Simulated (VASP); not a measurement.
Band structure of SrTiO₃ (cubic perovskite). These are r2SCAN meta-GGA, VASP's PBE PAW potentials (set 64) (plane waves; VASP 6.6.1) values and carry that method's errors.

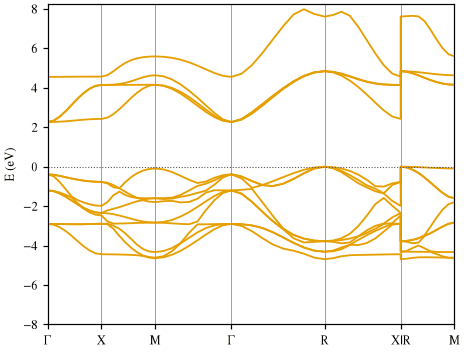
Figure. Bands along high-symmetry lines, zero at the valence-band maximum or, without a gap, the Fermi level

Read the plot: is there a gap, and where are the band edges?

The gap is indirect, 2.26 eV, from the valence maximum at R to the conduction minimum at Γ.

Measured: gap 3.59 eV (computed value off by -1.33 eV), as given by Anna Miglio et al., npj Computational Materials (2020), arXiv:2011.12765 [zero-point renormalisation of 336 meV (experimental, the table's column) added back].

The compound is SrTiO3 in the cubic perovskite structure, the ideal cubic form; the compound distorts at low or room temperature. It was relaxed first.
